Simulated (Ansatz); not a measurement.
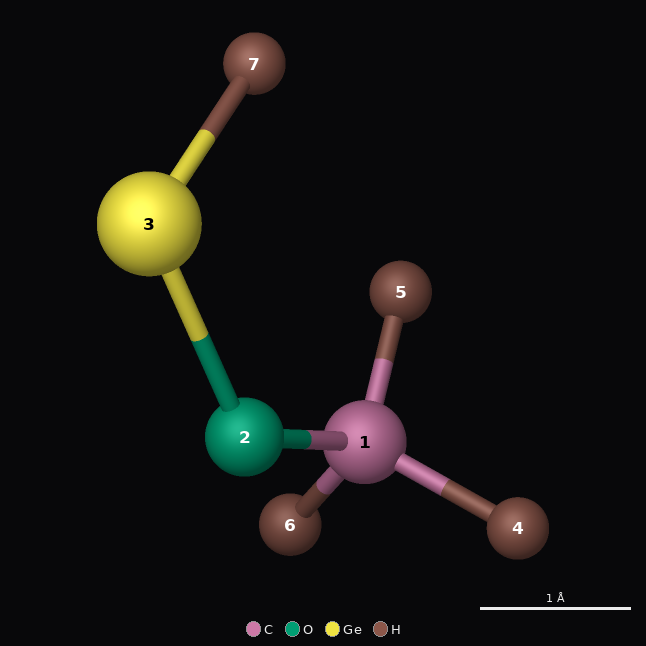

(Drawn from a calculation with Ansatz.)

The view is orthographic, and the bar gives the scale. Geometry: moved along internal coordinates away from the minimum.

Give an XYZ file in the frame of the picture: x to the right, y up, z towards the viewer, origin at the mean of the atomic positions.

```xyz
7
CH4GeO
C    0.32  -0.56  -0.44
O   -0.49  -0.52   0.65
Ge  -1.13   0.90   1.49
H    1.34  -1.14  -0.17
H    0.56   0.45  -0.80
H   -0.18  -1.11  -1.24
H   -0.42   1.98   0.50
```
